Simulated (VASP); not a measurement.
# A VASP study of LiRu (revPBE): structure first, properties next, part 2 of 3

What structure does LiRu take at this level, and what are its properties? The cell is invented: it takes the structure of COD entry 1539571, LiPd (space group 221 there), with some of its atoms replaced by other elements, volume scaled by an estimate. It may not be a known or stable phase. Left out of this account: 1 further run (elastic: elastic constants of a metal on too coarse a mesh).

VASP 6.6.1; revPBE; plane waves and PAW (Ru_pv, Li_sv); invented cell.

Still holding for the runs below: This run has no spin polarisation. Its electron count is odd, so without a moment it is a metal by construction.

So far. Step 2 (Full relaxation (revPBE)): It ends with forces that vanish by symmetry and a pressure of 0.00 GPa. Step 3 (Second relaxation): It ends with forces that vanish by symmetry and a pressure of 0.06 GPa. The volume moved by under 0.01 %: the run met its threshold at the first step. The relaxed cell has a = 2.913 Å (conventional setting).

**4. Density, ELF and potential (revPBE)**

A single point on the relaxed cell gives a clean self-consistent state, with density, ELF and potential written out.

INCAR

```
SYSTEM = LiRu
PREC = Accurate
ENCUT = 650
EDIFF = 1E-06
NELM = 100
ISMEAR = 0
SIGMA = 0.05
LREAL = .FALSE.
ALGO = Normal
GGA = RE
NBANDS = 14
LORBIT = 11
LWAVE = .FALSE.
LCHARG = .TRUE.
ISIF = 2
LELF = .TRUE.
LVHAR = .TRUE.
```

POSCAR

```
LiRu
1.0
    2.9133457172      0.0000000000      0.0000000000
    0.0000000000      2.9133457172      0.0000000000
    0.0000000000      0.0000000000      2.9133457172
Ru Li
1 1
Direct
    0.5000000000      0.5000000000      0.5000000000
    0.0000000000      0.0000000000      0.0000000000
```

KPOINTS

```
Automatic mesh
0
Gamma
8 8 8
0 0 0
```

Potentials, in the order of the species: Ru_pv and Li_sv (PBE family, release 64).

Run with:

```
$ mpirun -np 1 vasp_std
```

What it wrote:

```text
[... set-up lines as in an earlier step ...]
 entering main loop
       N       E                     dE             d eps       ncg     rms          rms(c)
[... 12 cycles as in an earlier step ...]
   1 F= -.93507946E+01 E0= -.93500542E+01  d E =-.148073E-02
```

Wall time 8.6 s (1 MPI rank of AMD EPYC 9R14 (Zen 4), shared host); peak memory 0.12 GiB.

Parts of OUTCAR (step 4):

```text
The static configuration has the point symmetry O_h .

 Found     35 irreducible k-points:

   NELECT =      17.0000    total number of electrons

 E-fermi :   7.4154

[... 20 parts as in an earlier step ...]
```

Numbers from this step:

```
SCF cycles : 12
```

Valence electrons inside each PAW sphere by angular momentum. Sphere charges, by row:

```csv
atom,s (e),p (e),d (e),tot (e)
Ru1,0.361,6.129,6.035,12.53
Li2,2.062,0.112,0,2.173
```

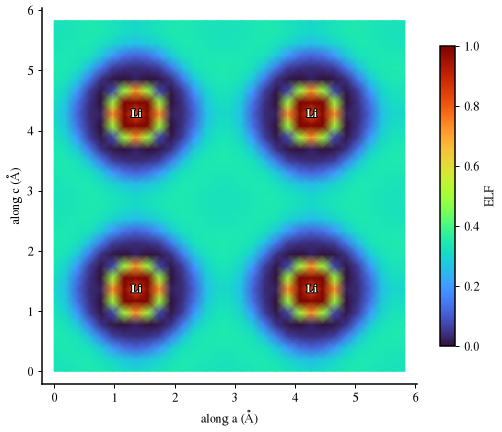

ELF in the ac plane at fractional y = 0.000, with atoms of Li within 0.2 Å of it. It is the smooth field of the valence electrons, not physical close to the nuclei. The map starts off the cell's origin, so that atoms lie inside it.

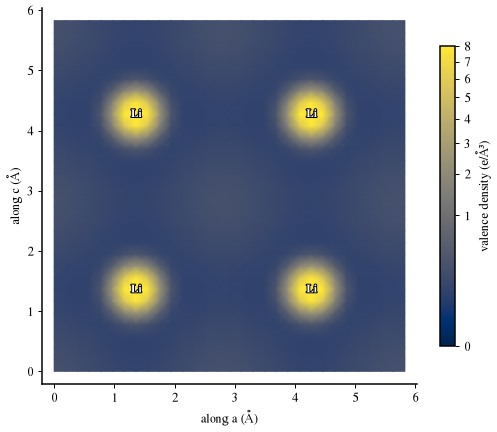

Valence density in the ac plane at fractional y = 0.000, with atoms of Li within 0.2 Å of it. It is the smooth field of the valence electrons, not physical close to the nuclei. The map starts off the cell's origin, so that atoms lie inside it. The colour scale is stretched toward low values.

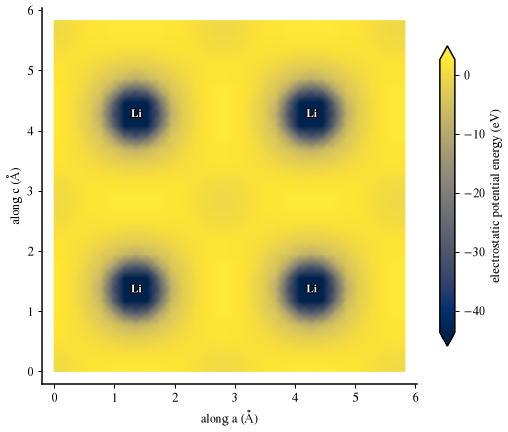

Electrostatic potential energy in the ac plane at fractional y = 0.000, with atoms of Li within 0.2 Å of it. With pseudopotentials it is smooth inside the atoms' cores, unlike the true potential. The map starts off the cell's origin, so that atoms lie inside it.

In this run the pressure is 0.06 GPa, small enough to go on.

**5. Band structure (revPBE)**

The mesh alone shows little of the dispersion and can miss band extrema, so KPOINTS_OPT adds a path through the symmetry points after the self-consistent cycle.

INCAR

```
SYSTEM = LiRu
PREC = Accurate
ENCUT = 650
EDIFF = 1E-06
NELM = 100
ISMEAR = 0
SIGMA = 0.05
LREAL = .FALSE.
ALGO = Normal
GGA = RE
NBANDS = 20
LORBIT = 11
LWAVE = .FALSE.
LCHARG = .FALSE.
```

POSCAR is that of step 4.

KPOINTS is that of step 4.

KPOINTS_OPT

```
Line mode
16
Line-mode
Reciprocal
  0.00000000   0.00000000   0.00000000 GAMMA
  0.00000000   0.50000000   0.00000000 X

  0.00000000   0.50000000   0.00000000 X
  0.50000000   0.50000000   0.00000000 M

  0.50000000   0.50000000   0.00000000 M
  0.00000000   0.00000000   0.00000000 GAMMA

  0.00000000   0.00000000   0.00000000 GAMMA
  0.50000000   0.50000000   0.50000000 R

  0.50000000   0.50000000   0.50000000 R
  0.00000000   0.50000000   0.00000000 X

  0.50000000   0.50000000   0.00000000 M
  0.50000000   0.50000000   0.50000000 R
```

Run with:

```
$ mpirun -np 1 vasp_std
```

What it wrote:

```text
[... set-up lines as in an earlier step ...]
 entering main loop
       N       E                     dE             d eps       ncg     rms          rms(c)
DAV:   1     0.157919485969E+03    0.15792E+03   -0.98273E+03  1400   0.102E+03
DAV:   2    -0.630543097850E+01   -0.16422E+03   -0.15591E+03  1580   0.296E+02
DAV:   3    -0.101097591662E+02   -0.38043E+01   -0.37379E+01  1952   0.457E+01
DAV:   4    -0.101864829153E+02   -0.76724E-01   -0.76638E-01  1596   0.589E+00
DAV:   5    -0.101882756736E+02   -0.17928E-02   -0.17927E-02  1632   0.763E-01    0.826E+00
DAV:   6    -0.939180826184E+01    0.79647E+00   -0.17532E+00  1512   0.133E+01    0.169E+00
DAV:   7    -0.935050594410E+01    0.41302E-01   -0.10292E-01  1508   0.329E+00    0.651E-01
DAV:   8    -0.935028361801E+01    0.22233E-03   -0.37182E-03  1568   0.489E-01    0.234E-01
DAV:   9    -0.935078237656E+01   -0.49876E-03   -0.10423E-03  1548   0.263E-01    0.357E-02
DAV:  10    -0.935079398261E+01   -0.11606E-04   -0.52435E-05  1628   0.558E-02    0.564E-03
DAV:  11    -0.935079423884E+01   -0.25623E-06   -0.44333E-06  1764   0.151E-02
   1 F= -.93507942E+01 E0= -.93500542E+01  d E =-.148002E-02
 Start KPOINTS_OPT (optional k-point list driver)
k-point batch [1-35\96]
       N       E                     dE             ncg
DAV:   1    -0.232408838784E+04   -0.21410E+05     1400
DAV:   2    -0.807754606886E+04   -0.57535E+04     1576
DAV:   3    -0.821308294151E+04   -0.13554E+03     1828
DAV:   4    -0.821559186345E+04   -0.25089E+01     1576
DAV:   5    -0.821564302218E+04   -0.51159E-01     1584
DAV:   6    -0.821564397814E+04   -0.95597E-03     1604
DAV:   7    -0.821564399883E+04   -0.20683E-04     1588
DAV:   8    -0.821564399929E+04   -0.46333E-06     1284
[...]
k-point batch [71-96\96]
       N       E                     dE             ncg
DAV:   1     0.698018641924E+04   -0.23279E+05     1040
DAV:   2     0.280682928730E+04   -0.41734E+04     1192
DAV:   3     0.271048280387E+04   -0.96346E+02     1288
DAV:   4     0.270875702033E+04   -0.17258E+01     1196
DAV:   5     0.270872968242E+04   -0.27338E-01     1212
DAV:   6     0.270872925984E+04   -0.42258E-03     1244
DAV:   7     0.270872925338E+04   -0.64573E-05     1176
DAV:   8     0.270872925326E+04   -0.12081E-06     1048
```

Wall time 26 s (1 MPI rank); peak memory 0.14 GiB.

OUTCAR, selected parts (step 5):

```text
   k-points           NKPTS =     35   k-points in BZ     NKDIM =     35   number of bands    NBANDS=     20

   NELECT =      17.0000    total number of electrons

 E-fermi :   7.4158

 k-point     1 :       0.0000    0.0000    0.0000
  band No.  band energies     occupation
    ...
      3     -34.4383      2.00000
      4     -34.4383      2.00000
      5       2.0032      2.00000
      6       4.3197      2.00000
      7       4.3197      2.00000
      8       8.1139      0.00000
      9       8.1139      0.00000
     10       8.1139      0.00000
     11      16.7059      0.00000
     12      16.7059      0.00000
    ...

  Total        0.0041609      0.0041609      0.0041609     -0.0000000      0.0000000     -0.0000000
  in kB        0.2695985      0.2695985      0.2695985     -0.0000000      0.0000000     -0.0000000
  external PRESSURE =       0.2695985 kB  Pullay stress =       0.0000000 kB

  FREE ENERGIE OF THE ION-ELECTRON SYSTEM (eV)
  ---------------------------------------------------
  free  energy   TOTEN  =        -9.3507942388 eV

  energy  without entropy=       -9.3493142158  energy(sigma->0) =       -9.35005423

[... 9 parts as in an earlier step ...]

[... 8 further parts left out ...]
```

Spin-orbit coupling is off here; it would split degenerate levels.

Numbers from this step:

| Property | Result |
| --- | --- |
| SCF cycles | 11 |
| bands | 20 |
| Fermi energy | 7.416 eV |
| pressure | 0.02696 GPa |

Electronic bands along the path, in eV, zero at the Fermi level; # counts the bands kept, so #1 is VASP's band 5:

```csv
point,#1,#2,#3,#4,#5,#6,#7
Γ,-5.41,-3.10,-3.10,0.70,0.70,0.70,9.29
X,-4.14,-2.58,-0.91,-0.91,0.16,0.85,3.28
M,-3.33,-2.36,-0.47,-0.47,1.51,1.51,1.84
Γ,-5.41,-3.10,-3.10,0.70,0.70,0.70,9.29
R,-3.42,-3.42,-3.42,1.93,1.93,7.35,7.35
X,-4.14,-2.58,-0.91,-0.91,0.16,0.85,3.28
jump to M,-3.33,-2.36,-0.47,-0.47,1.51,1.51,1.84
R,-3.42,-3.42,-3.42,1.93,1.93,7.35,7.35
```

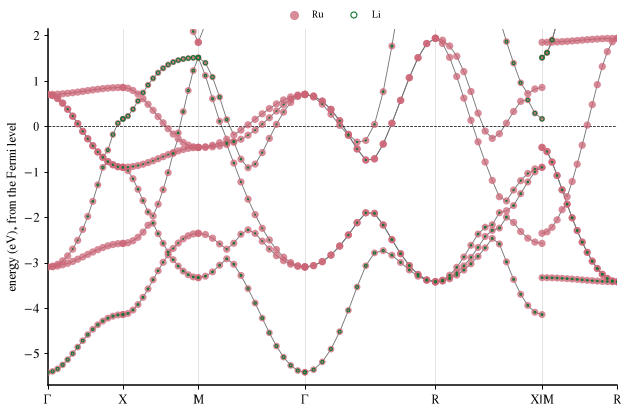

Electronic bands along the path; dots are coloured as in the legend, and their area grows with the weight.

There is no gap at this level.

**6. Total and projected DOS (revPBE)**

Here the states are counted by energy and projected on the atoms. The mesh is finer than in the run before.

Edit INCAR of step 5 so:

```diff
@@ -5,3 +5,3 @@
 NELM = 100
-ISMEAR = 0
+ISMEAR = -5
 SIGMA = 0.05
@@ -14 +14,2 @@
 LCHARG = .FALSE.
+NEDOS = 2001
```

POSCAR is that of step 5.

KPOINTS

```
Automatic mesh
0
Gamma
11 11 11
0 0 0
```

Run with:

```
$ mpirun -np 1 vasp_std
```

What it wrote:

```text
[... set-up lines as in an earlier step ...]
 entering main loop
       N       E                     dE             d eps       ncg     rms          rms(c)
DAV:   1     0.158814407782E+03    0.15881E+03   -0.95728E+03  2248   0.101E+03
DAV:   2    -0.616300350128E+01   -0.16498E+03   -0.15642E+03  2480   0.300E+02
DAV:   3    -0.100769438386E+02   -0.39139E+01   -0.38530E+01  3116   0.462E+01
DAV:   4    -0.101567292729E+02   -0.79785E-01   -0.79688E-01  2520   0.591E+00
DAV:   5    -0.101584794504E+02   -0.17502E-02   -0.17513E-02  2648   0.785E-01    0.822E+00
DAV:   6    -0.937335826263E+01    0.78512E+00   -0.19888E+00  2452   0.132E+01    0.159E+00
DAV:   7    -0.933426585446E+01    0.39092E-01   -0.91858E-02  2432   0.317E+00    0.633E-01
DAV:   8    -0.933455984577E+01   -0.29399E-03   -0.41970E-03  2536   0.538E-01    0.195E-01
DAV:   9    -0.933497215221E+01   -0.41231E-03   -0.74219E-04  2568   0.206E-01    0.357E-02
DAV:  10    -0.933498833759E+01   -0.16185E-04   -0.42006E-05  2488   0.533E-02    0.338E-03
DAV:  11    -0.933499091345E+01   -0.25759E-05   -0.17977E-06  2672   0.111E-02    0.132E-03
DAV:  12    -0.933499002346E+01    0.88999E-06   -0.22259E-07  1964   0.388E-03
   1 F= -.93349900E+01 E0= -.93349900E+01  d E =0.000000E+00
 -----------------------------------------------------------------------------
|                                                                             |
|           W    W    AA    RRRRR   N    N  II  N    N   GGGG   !!!           |
|           W    W   A  A   R    R  NN   N  II  NN   N  G    G  !!!           |
|           W    W  A    A  R    R  N N  N  II  N N  N  G       !!!           |
|           W WW W  AAAAAA  RRRRR   N  N N  II  N  N N  G  GGG   !            |
|           WW  WW  A    A  R   R   N   NN  II  N   NN  G    G                |
|           W    W  A    A  R    R  N    N  II  N    N   GGGG   !!!           |
|                                                                             |
|     Tetrahedron method does not include variations of the Fermi             |
|     occupations, so forces and stress will be inaccurate. We suggest        |
|     using a different smearing scheme ISMEAR = 1 or 2 for metals in         |
|     relaxations.                                                            |
|                                                                             |
 -----------------------------------------------------------------------------
```

Run time: 17 s. Hardware: 1 MPI rank; peak memory 0.13 GiB.

From OUTCAR (step 6):

```text
   k-points           NKPTS =     56   k-points in BZ     NKDIM =     56   number of bands    NBANDS=     20

   NELECT =      17.0000    total number of electrons

 E-fermi :   7.4587

 k-point     1 :       0.0000    0.0000    0.0000
  band No.  band energies     occupation
    ...
      3     -34.4179      2.00000
      4     -34.4179      2.00000
      5       2.0041      2.00000
      6       4.3309      2.00000
      7       4.3309      2.00000
      8       8.1286      0.00000
      9       8.1286      0.00000
     10       8.1286      0.00000
     11      16.7047      0.00000
     12      16.7047      0.00000
    ...

  Total        0.0301448      0.0301448      0.0301448      0.0000000      0.0000000      0.0000000
  in kB        1.9532017      1.9532017      1.9532017      0.0000000      0.0000000      0.0000000
  external PRESSURE =       1.9532017 kB  Pullay stress =       0.0000000 kB

  FREE ENERGIE OF THE ION-ELECTRON SYSTEM (eV)
  ---------------------------------------------------
  free  energy   TOTEN  =        -9.3349900235 eV

  energy  without entropy=       -9.3349900235  energy(sigma->0) =       -9.33499002

[... 7 parts as in an earlier step ...]

[... 10 further parts left out ...]
```

The DOS at the Fermi level is high for the number of transition-metal atoms. It is one value on this mesh and may be a narrow spike; if it stands, a magnetic instability is possible, which a run without spin can't show. With tetrahedra the forces and stress of a metal are not exact derivatives of the energy.

This step gave:

* SCF cycles: 12
* irreducible k-points: 56
* free energy (TOTEN): -9.335 eV
* Fermi energy: 7.459 eV
* pressure: 0.1953 GPa
* DOS at the Fermi level: 3.156 states/eV/cell

The density of states has structure finer than the step of the table below, so its rows give means over 1 eV, whole bins alone (the curve runs from -12.0 to 8.00 eV). Peaks (eV: height): total -3.1: 3.13, -2.4: 4.63, -1.9: 2.67, -0.9: 2.94, -0.2: 3.80, 3.4: 1.58; Ru d -3.1: 1.79, -2.4: 3.22, -1.9: 1.83, -0.9: 2.39, -0.2: 3.03, 3.4: 0.873.

States under -12.0 eV and over 8.0 eV are left out. Density of states against energy, zero at the Fermi level; means over each step; values in states/eV/cell:

```
energy (eV)  total     Ru d
         -6      0        0
         -5  0.133  0.00468
         -4  0.540    0.104
         -3   2.30     1.39
         -2   2.60     1.80
         -1   2.08     1.64
          0   2.63     2.12
          1   1.11    0.690
          2  0.360    0.148
          3  0.388    0.162
          4  0.653    0.277
          5  0.511    0.168
          6  0.411    0.111
          7  0.231   0.0499
```

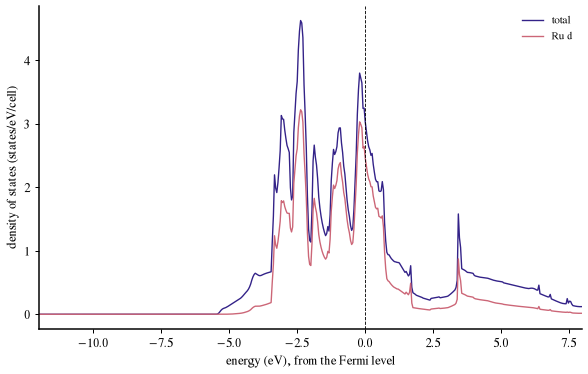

Density of states, plotted against energy.

The finer mesh and the other smearing move the Fermi level by +0.04 eV from the 8×8×8 run, a small shift, which tests the Fermi level alone.

(Part 2 of 3 ends here.)

[Lines on the potential files, build, host, timing and source positions are cut from VASP's logs without a mark.]

[Logs are printed without paths, hosts, clocks, repeated set-up lines and the standing remarks that a program may print on its own settings, such as how far it seeks lower states.]

[Hosts, paths, dates, database ids (printed as entryN), source tags and the programs' standing remarks are cut or masked in the printed files.]

[A measured line is paired with the nearest computed mode of its activity, which favours agreement.]

[In band tables of VASP the shares of atoms and orbitals are scaled to a sum of 1 inside the atoms' spheres.]
